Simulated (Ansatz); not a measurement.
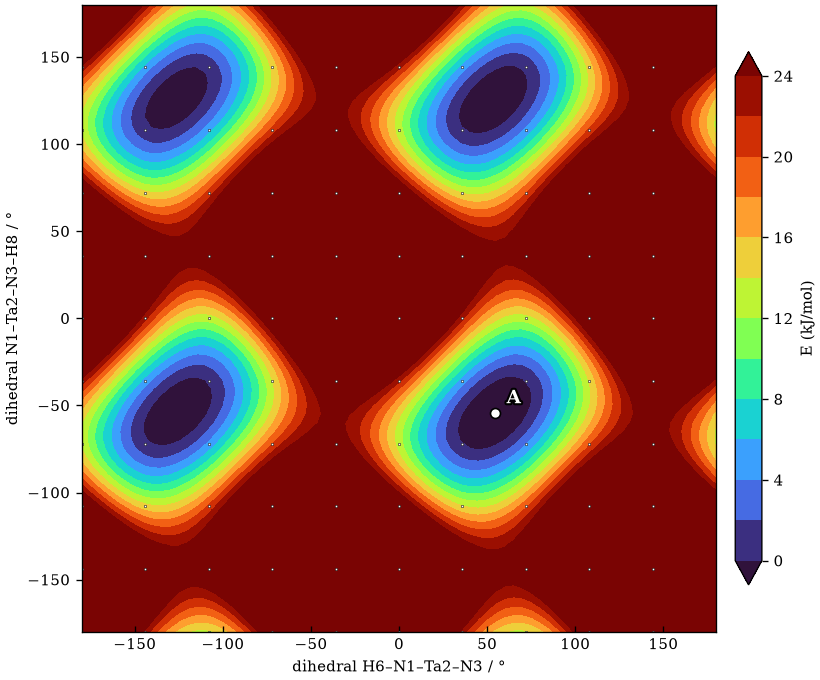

ClH4N2STa, SMILES [NH2][Ta]([NH2])(=[S])[Cl]. The first coordinate is: dihedral H6–N1–Ta2–N3; the second: dihedral N1–Ta2–N3–H8. Nothing is relaxed (all other coordinates rigid). The scan uses a 10 × 10 grid. Points are written as (first, second). All energies are given in kJ/mol relative to the lowest grid point. Level of theory: RKS PBE-D4/def2-SVP in Ansatz 0.2.0.

In the figure: filled contours, dots at the grid points, one colour for all values above the top of the scale, the well A. Between grid points the surface is interpolated.

> Where is the minimum, and how stiff is the well along each coordinate? Take the well at A.

The interpolated minimum is at dihedral H6–N1–Ta2–N3 ≈ 54°, dihedral N1–Ta2–N3–H8 ≈ −54°. The curvatures there are about 0.48 eV/rad² and 0.48 eV/rad², with a cross term of about −0.24 eV/rad². Round the minimum the valley is somewhat tilted: raising dihedral H6–N1–Ta2–N3 shifts the best value of dihedral N1–Ta2–N3–H8 upwards (coupling k₁₂/√(k₁₁k₂₂) about −0.5). (1 eV is 96.5 kJ/mol.)
